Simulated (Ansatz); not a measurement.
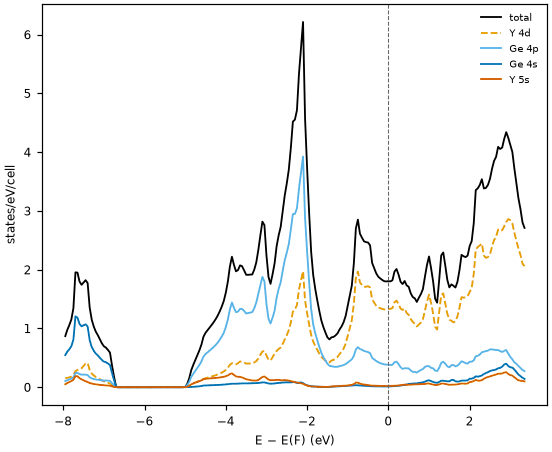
Figure. Total and projected density of states of YGe in space group Cmcm (No. 63; Y on 4c, Ge on 4c), r²SCAN (plane waves, PAW; program Ansatz)

Task: Which orbitals carry the states next to the Fermi level?

Result: Within 0.5 eV of the Fermi level: Y 4d 73 %, Ge 4p 21 %. Projections are on Löwdin-orthogonalised atomic valence shells; empty p or d shells of many metals are not among them.

Task: Where is the tallest occupied peak in this window, and what makes it?

Result: Near -2.1 eV, about 6.2 states/eV per cell; the largest projected share is Ge 4p.

The first step of the workflow began from a Materials Project structure, measured or hypothetical; the Crystallography Open Database copy checked does not list it. Whether it is the stable phase at ambient conditions was not checked. The cell was relaxed with r²SCAN under the symmetry of its start; its stability against distortions is not shown here. No spin polarisation was allowed. Spin–orbit coupling is left out wherever it is not named.

Potentials: the later of the program's two PAW sets.
